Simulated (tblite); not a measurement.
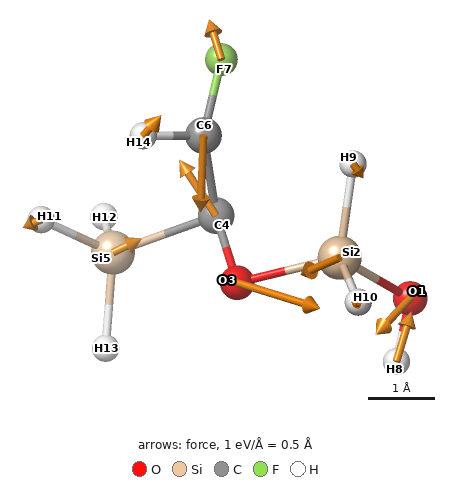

Starting geometry of C2H7FO2Si2 (charge −1, multiplicity 2) with the computed forces as orange arrows. Style: ball-and-stick. Shown at a tilt.

All numbers below come from GFN2-xTB geometry optimisation, gas phase (tblite 0.8.0). 

### Is this structure relaxed? If not, where do the atoms go?

It isn't relaxed: the largest force vector, on O3, is 3.30 eV/Å. The final displacements have little in common with the starting forces (cosine between the two patterns 0.16). The energy falls by 2.127 eV in 157 geometry steps. The largest move after the best rigid fit is that of F7, 1.67 Å. Largest moves by element: F 1.67 Å, H 1.50 Å, O 0.97 Å, C 0.65 Å, Si 0.30 Å. Some distances before and after: Si2–C6 2.880 → 3.148 Å, Si2–O3 1.710 → 1.591 Å, C4–C6 1.506 → 1.401 Å, O1–Si2 1.727 → 1.648 Å. Among the angles between lasting bonds that change: Si2–O3–C4 104.8° → 134.1°, Si5–C4–C6 112.7° → 129.1°, O3–C4–C6 104.8° → 116.3°. Groups turn about Si2–O3 by about 100°, O1–Si2 by about 60°. Cost: 1.2 s on 1 thread of Arm Neoverse V1, on a shared host.
